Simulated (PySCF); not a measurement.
**I²⁺: dipole response in aug-cc-pVQZ-PP plus 1 even-tempered diffuse shell per l with ECP28**

How polarisable is I²⁺ at the levels listed below?

The numbers are computed with PySCF 2.14.0 (unrestricted determinants in a Gaussian basis, no spin-orbit coupling in the energies), except any that are marked as measured or tabulated.

### Step 1. The system

* Element: iodine (Z = 53)
* Basis: aug-cc-pVQZ-PP with one added diffuse shell each of s, p, d, f, g type with ECP28MDF (8s8p6d4f3g, 117 functions)
* Hamiltonian: a scalar-relativistic core potential
* State 1: I²⁺: [Kr] 4d10 5s1 5p3 6s1, high-spin 6S determinant (an excited configuration)
* Methods: B3LYP

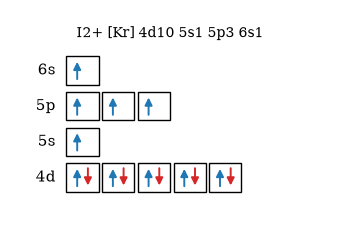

The shells outside the core, filled by Hund's rule for the drawing.

One driver process ran all states and methods and kept the integrals in memory. Each run is shown as a PySCF script that sums up its settings (the driver passes frozen orbitals as a list and adds second-order terms of double hybrids); the logs are those of the runs themselves. The driver starts from symmetry-adapted Hartree-Fock orbitals, holds the occupation by maximum overlap and uses a logarithmic radial grid for functionals, so a plain start would take other cycles.

The integrals over 117 functions and the set-up took 11 s of CPU time.

### Step 2. I²⁺ [Kr] 4d10 5s1 5p3 6s1: B3LYP

#### B3LYP

Contents of input.py:

```python
from pyscf import gto, scf, dft, mp, cc
import basis_set_exchange as bse
txt = bse.get_basis("aug-cc-pVQZ-PP", elements=["I"], fmt="nwchem", header=False, augment_diffuse=1)
cut = txt.index("\nECP")
mol = gto.M(atom="I 0 0 0", charge=2, spin=5, symmetry="D2h",
            basis=gto.basis.parse(txt[:cut]),
            ecp={"I": gto.basis.parse_ecp(txt[cut:])})
mf = dft.UKS(mol, xc="B3LYP")
mf.irrep_nelec = {'Ag': (5, 3), 'B1g': (1, 1), 'B2g': (1, 1), 'B3g': (1, 1), 'B1u': (2, 1), 'B2u': (2, 1), 'B3u': (2, 1)}
mf.kernel()
```

Standard output:

```text
damping factor = 0
level_shift factor = 0
DIIS = <class 'pyscf.scf.diis.CDIIS'>
diis_start_cycle = 1
diis_space = 10
diis_damp = 0
SCF conv_tol = 1e-09
SCF conv_tol_grad = None
number electrons alpha = 14  beta = 9
XC functionals = B3LYP
    P. J. Stephens, F. J. Devlin, C. F. Chabalowski, and M. J. Frisch.,  J. Phys. Chem. 98, 11623 (1994)
cycle= 1 E= -293.807838429409  delta_E= -0.0049  |g|= 0.019  |ddm|= 0.842
cycle= 2 E= -293.807889994057  delta_E= -5.16e-05  |g|= 0.00847  |ddm|= 0.0982
cycle= 3 E= -293.807900478769  delta_E= -1.05e-05  |g|= 0.00101  |ddm|= 0.0204
cycle= 4 E= -293.807900709557  delta_E= -2.31e-07  |g|= 8.94e-05  |ddm|= 0.00609
cycle= 5 E= -293.807900712298  delta_E= -2.74e-09  |g|= 2.32e-06  |ddm|= 0.000602
cycle= 6 E= -293.807900712305  delta_E= -7.73e-12  |g|= 6.75e-08  |ddm|= 6.37e-05
converged SCF energy = -293.807900712305  <S^2> = 8.7507496  2S+1 = 6.0002499
```

CPU time 46 s on a shared host, the integrals not counted.

The occupied shells:

```csv
shell,electrons,mean orbital energy (eV),spread (eV),rms radius (bohr)
4s α,1,-213.20,0,0.795
4s β,1,-212.42,0,0.795
4p α,3,-158.52,0,0.853
4p β,3,-157.82,0,0.853
4d α,5,-79.015,0,0.995
4d β,5,-78.191,0,0.995
5s α,1,-43.664,0,1.94
5p α,3,-30.644,0,2.24
6s α,1,-13.699,0,4.35
```

⟨S²⟩ = 8.751, ⟨L²⟩ = 0.00.

The driver then solved the coupled dipole response at imaginary frequencies: mean α = 90.82 bohr³, C₆ = 873.8 au for a like pair.

Energies and moments cover only the electrons outside the core potential.

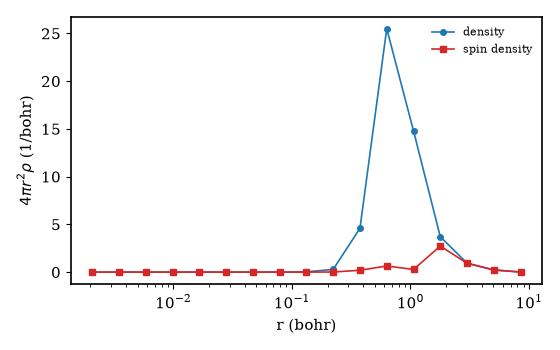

Radial density 4πr²ρ of I²⁺ at B3LYP, the electrons outside the core potential, at 17 stored radii joined by straight lines.

### Step 3. The response side by side

I²⁺ [Kr] 4d10 5s1 5p3 6s1, in atomic units:

```csv
method,mean α,C₆ (like pair),S(−4)
B3LYP,90.82,873.8,5778
```

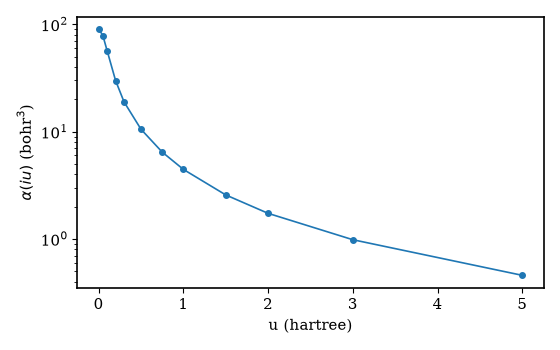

α(iu) of I²⁺ [Kr] 4d10 5s1 5p3 6s1, the polarisability at imaginary frequency, on a logarithmic scale.

### Step 4. Results

| quantity | value |
| --- | --- |
| α of I²⁺ [Kr] 4d10 5s1 5p3 6s1 | 90.82 (B3LYP) bohr³ |

In words: A single London oscillator with the computed α and C₆ of I²⁺ [Kr] 4d10 5s1 5p3 6s1 at B3LYP would have ω = 4 C₆ / (3 α²) = 0.141 hartree. All values hold for this basis alone; no basis-set limit was taken.
